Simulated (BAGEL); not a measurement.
# AlCl2 (SMILES [Cl][Al][Cl]): ROHF/6-31G(d) (density fitting with qzvpp-jkfit, spherical functions)

What is the energy change on altering one bond length of AlCl2 at ROHF/6-31G* (density fitting with qzvpp-jkfit, spherical functions)? 

The calculation is run with BAGEL 1.2.2.

2 further runs of the same task are left out: 2 set aside as unsound or not needed. Runs told in other sessions of the task aren't counted.

### Step 1. Starting point

AlCl2 has 3 atoms, charge 0, and is taken as a doublet. As SMILES, `[Cl][Al][Cl]`. The shape is that of a PBE0-D4/def2-TZVP optimisation.

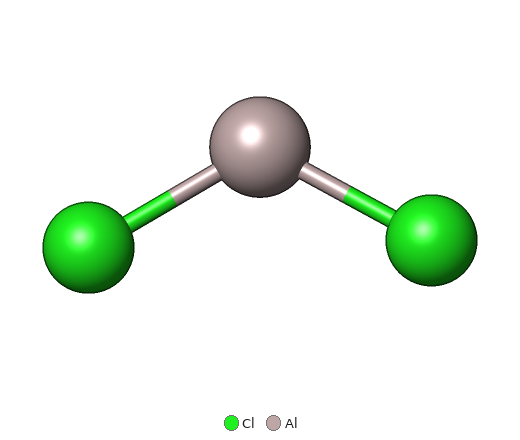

The structure, seen from a chosen angle (chlorine green, aluminium light grey).

### Step 2. The energy at ROHF/6-31G(d) (density fitting with qzvpp-jkfit, spherical functions)

Input file input.json:

```json
{ "bagel" : [

{
  "title" : "molecule",
  "basis" : "6-31gs.json",
  "df_basis" : "qzvpp-jkfit",
  "angstrom" : true,
  "geometry" : [
    { "atom" : "Cl", "xyz" : [       1.374800,       0.868300,       0.838700 ] },
    { "atom" : "Al", "xyz" : [      -0.432100,       0.520700,      -0.177200 ] },
    { "atom" : "Cl", "xyz" : [      -0.953600,      -1.453800,      -0.674700 ] }
  ]
},

{
  "title" : "rohf",
  "nopen" : 1
},

{
  "title" : "print",
  "file" : "orbitals.molden",
  "orbitals" : true
}

]}
```

The basis set 6-31G* is read from a file made from the Basis Set Exchange's data (not shown).

Command:

```
BAGEL_NUM_THREADS=1 BAGEL input.json > input.out
```

Standard output:

```text
* using 1 threads per process

  ===============================================================
  ===============================================================

  *** Geometry ***

  { "atom" : "Cl", "xyz" : [      2.597995,      1.640849,      1.584913 ] },
  { "atom" : "Al", "xyz" : [     -0.816551,      0.983980,     -0.334859 ] },
  { "atom" : "Cl", "xyz" : [     -1.802043,     -2.747284,     -1.274998 ] },

  Number of auxiliary basis functions:      384

  Since a DF basis is specified, we compute 2- and 3-index integrals:
    o Being stored without compression. Storage requirement is 0.009 GB

  Number of basis functions:       54
  Number of electrons      :       47

    * METHOD: MOLECULE                             0.10

  *** Open-shell HF ***

  === Nuclear Repulsion ===
   153.5261948265

      * DIIS with orbital gradients will be used.

  === ROHF iteration (6-31gs.json) ===
      0      -1160.91249720          0.01710014           0.05
      1      -1160.96992935          0.00768761           0.05
      2      -1160.98096842          0.00332166           0.05
      3      -1160.98339208          0.00111065           0.05
      4      -1160.98420474          0.00021689           0.05
      5      -1160.98432744          0.00007130           0.05
      6      -1160.98434199          0.00001300           0.05
      7      -1160.98434256          0.00000321           0.05
      8      -1160.98434343          0.00000081           0.05
      9      -1160.98434354          0.00000032           0.05
     10      -1160.98434356          0.00000010           0.05
     11      -1160.98434356          0.00000003           0.05
     12      -1160.98434356          0.00000001           0.05
     13      -1160.98434356          0.00000000           0.04
    * SCF iteration converged.

    * S^2 (ROHF) is 0.7500

    * Permanent dipole moment:
           (    0.511772,    -0.647959,     0.206373) a.u.

    * METHOD: ROHF                                 0.72

    * METHOD: PRINT                                0.01

  ===============================================================
```

It took 0.95 s on 1 thread of Arm Neoverse V2, shared host.

### Step 3. The distorted shape, same level

Input file job.json:

```json
{ "bagel": [

{
  "title": "molecule",
  "basis": "6-31gs.json",
  "df_basis": "qzvpp-jkfit",
  "angstrom": true,
  "geometry": [
    { "atom": "Cl", "xyz": [       1.916868,       0.972580,       1.143469 ] },
    { "atom": "Al", "xyz": [      -0.432100,       0.520700,      -0.177200 ] },
    { "atom": "Cl", "xyz": [      -0.953600,      -1.453800,      -0.674700 ] }
  ]
},

{
  "title": "rohf",
  "nopen": 1
},

{
  "title": "print",
  "file": "orbitals.molden",
  "orbitals": true
}

]}
```

The basis set 6-31G* is read from a file made from the Basis Set Exchange's data (not shown).

Command:

```
BAGEL_NUM_THREADS=1 BAGEL job.json > job.out
```

Standard output:

```text
* using 1 threads per process

  ===============================================================
  ===============================================================

  *** Geometry ***

  { "atom" : "Cl", "xyz" : [      3.622356,      1.837910,      2.160843 ] },
  { "atom" : "Al", "xyz" : [     -0.816551,      0.983980,     -0.334859 ] },
  { "atom" : "Cl", "xyz" : [     -1.802043,     -2.747284,     -1.274998 ] },

  Number of auxiliary basis functions:      384

  Since a DF basis is specified, we compute 2- and 3-index integrals:
    o Being stored without compression. Storage requirement is 0.009 GB

  Number of basis functions:       54
  Number of electrons      :       47

    * METHOD: MOLECULE                             0.10

  *** Open-shell HF ***

  === Nuclear Repulsion ===
   135.0672781497

      * DIIS with orbital gradients will be used.

  === ROHF iteration (6-31gs.json) ===
      0      -1160.83851032          0.02007075           0.05
      1      -1160.90945259          0.00982419           0.05
      2      -1160.92557021          0.00475450           0.04
      3      -1160.92999382          0.00128834           0.04
      4      -1160.93129669          0.00040929           0.05
      5      -1160.93160012          0.00018586           0.04
      6      -1160.93166243          0.00006419           0.05
      7      -1160.93168676          0.00002179           0.05
      8      -1160.93169452          0.00000702           0.05
      9      -1160.93169700          0.00000207           0.05
     10      -1160.93169734          0.00000093           0.05
     11      -1160.93169738          0.00000039           0.05
     12      -1160.93169737          0.00000018           0.05
     13      -1160.93169737          0.00000009           0.05
     14      -1160.93169737          0.00000004           0.05
     15      -1160.93169738          0.00000002           0.05
     16      -1160.93169738          0.00000001           0.05
    * SCF iteration converged.

    * S^2 (ROHF) is 0.7500

    * Permanent dipole moment:
           (    1.828602,    -0.327986,     0.954004) a.u.

    * METHOD: ROHF                                 0.83

    * METHOD: PRINT                                0.01

  ===============================================================
```

Wall time 1.1 s (1 thread of Arm Neoverse V2, shared host).

### Step 4. Results

Level: ROHF/6-31G* (density fitting with qzvpp-jkfit, spherical functions).

| quantity | value |
| --- | --- |
| first shape: total energy | -1160.98434 Eh |
| first shape: dipole moment | 2.16 D |
| first shape: ⟨S²⟩ | 0.750 |
| distorted shape: total energy | -1160.93170 Eh |
| distorted shape: dipole moment | 5.31 D |
| distorted shape: ⟨S²⟩ | 0.750 |
| energy change with the Cl1–Al2 bond stretched from 2.102 to 2.732 Å | 1.433 eV |

With the Cl1–Al2 bond stretched from 2.102 to 2.732 Å the energy rises by 1.43 eV (138 kJ/mol). The first shape isn't relaxed at this level, so the change isn't measured from a minimum.
